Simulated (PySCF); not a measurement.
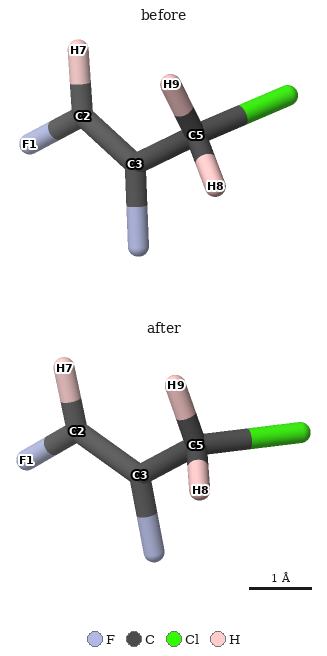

The structure of C$_{3}$H$_{3}$ClF$_{2}$ before (top) and after (bottom) a relaxation, at one scale.

The picture is a stick view, seen from a free direction.

The start comes from GFN2-xTB.

All numbers below come from PySCF 2.14.0, density-fitted response routines, PBE0-D3(BJ)/def2-SVP geometry optimisation, gas phase. 

**Summarise the run.**

The Cl atom moves most after the best rigid fit: 0.46 Å. By element the largest moves are Cl 0.46 Å, F 0.39 Å, H 0.34 Å, C 0.12 Å. Some distances before and after: C–F 1.345 → 1.328 Å, C–H 1.079 → 1.092 Å, C–C 1.488 → 1.477 Å, C–Cl 1.802 → 1.795 Å. Bond angles that change, for instance: H–C–H 111.1° → 109.0°. Groups turn about C–C by about 30°. After 7 geometry steps the energy has fallen by 0.091 eV. The largest force component goes from 0.89 to 0.0073 eV/Å.
